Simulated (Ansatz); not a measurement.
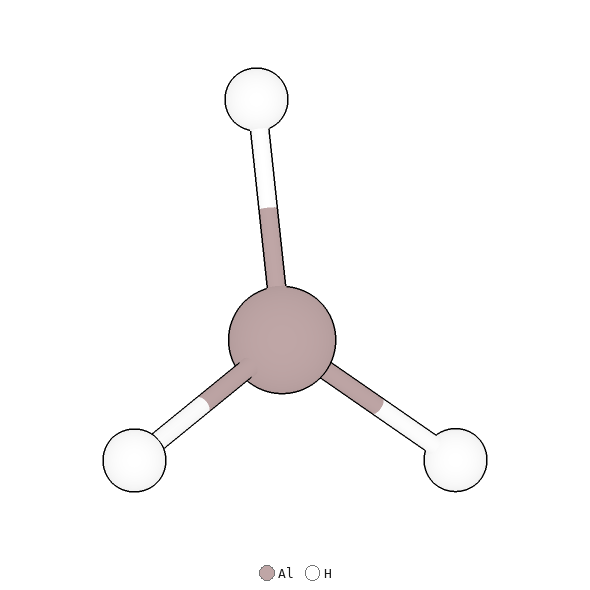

Harmonic vibrations computed with RKS PBE0-D4/def2-TZVP (Ansatz 0.2.0) at a stationary point of the same level.

### Minimum or transition state?

A minimum: no imaginary frequency, and the lowest mode lies at 704 cm⁻¹.

### How many vibrational modes are there, and where do they lie?

6 modes: 704, 789, 789, 1925, 1933, 1934 cm⁻¹.
